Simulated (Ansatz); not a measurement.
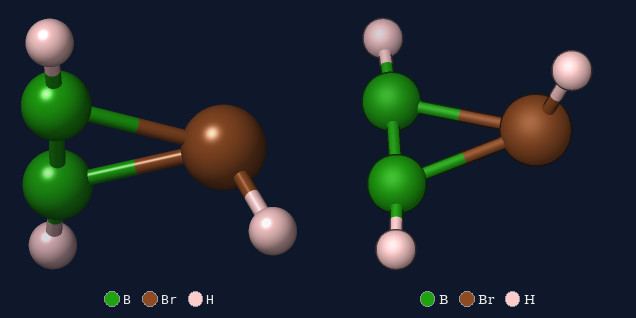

Two views of one molecule.

Computed geometry: PBE0-D4/def2-TZVP optimisation. No frequency run is at hand to confirm it as a minimum.

Describe the molecule.

The molecule is B2BrH3. The point group is Cs. Coordination: 2 B T-shaped; 1 Br trigonal pyramidal.

More results for the same structure follow; atom numbers are the same in all pictures, views and colours differ.

**Shape**

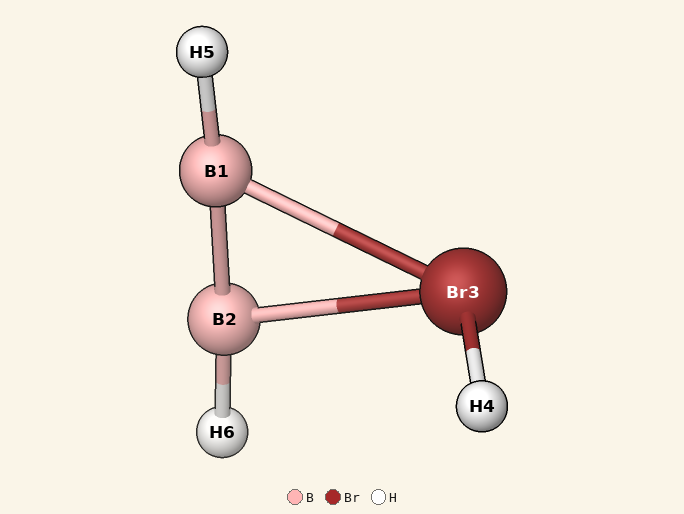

The atoms are numbered. No frequency run is at hand to confirm it as a minimum.

Give the bond lengths.

| bond | length (Å) |
| --- | --- |
| B1–B2 | 1.503 |
| B1–Br3 | 2.203 |
| B1–H5 | 1.179 |
| B2–Br3 | 2.196 |
| B2–H6 | 1.179 |
| Br3–H4 | 1.496 |

**Electronic properties**

No frequency run is at hand to confirm it as a minimum. Method: RKS PBE0-D4/def2-TZVPP (Ansatz 0.2.0).

Estimate the HOMO energy (Kohn–Sham orbital).

−5.53 eV.

Give the HOMO–LUMO gap at this level.

4.10 eV.

**Dipole moment**

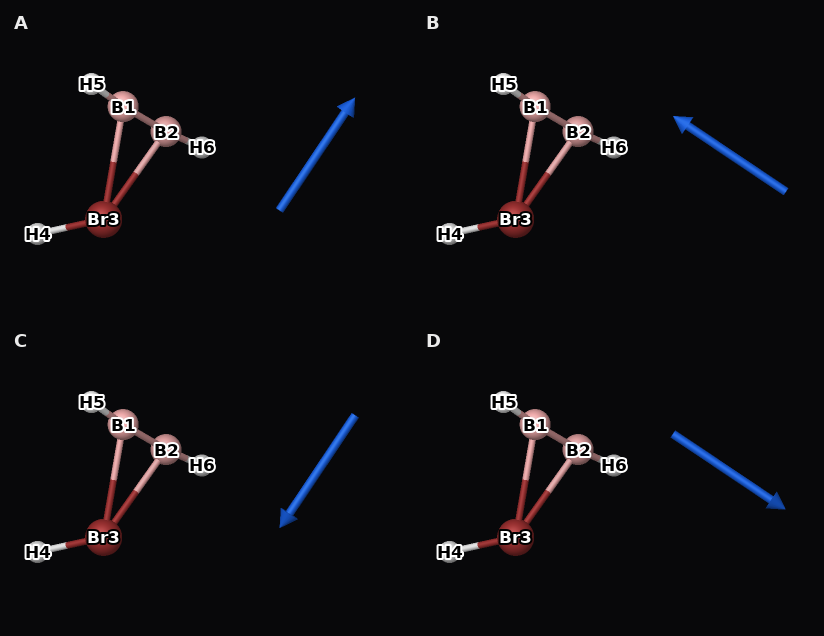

The same molecule four times, each with an arrow. No frequency run is at hand to confirm it as a minimum. Method: RKS PBE0-D4/def2-TZVP (Ansatz 0.2.0).

Which arrow points along the dipole moment, from the negative to the positive end?

C. The dipole moment is 2.71 D; it points from the side of B1, B2, H5, H6 to the side of H4 (the outermost atoms at the two ends).

**Charges**

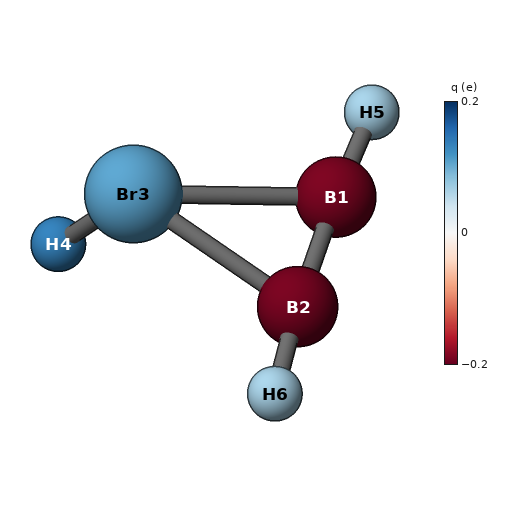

Atoms are coloured by their Mulliken charges. No frequency run is at hand to confirm it as a minimum. Method: RKS PBE0-D4/def2-TZVP (Ansatz 0.2.0).

Which atom carries the highest charge (most positive or least negative)?

H4 (0.14 e).

And the lowest?

B1, B2 (−0.19 e).

List the Mulliken charges.

```
atom  value (e)
  B1      −0.19
  B2      −0.19
 Br3       0.11
  H4       0.14
  H5       0.07
  H6       0.07
```

Mulliken values depend strongly on the basis set and can even reverse the polarity of a bond.
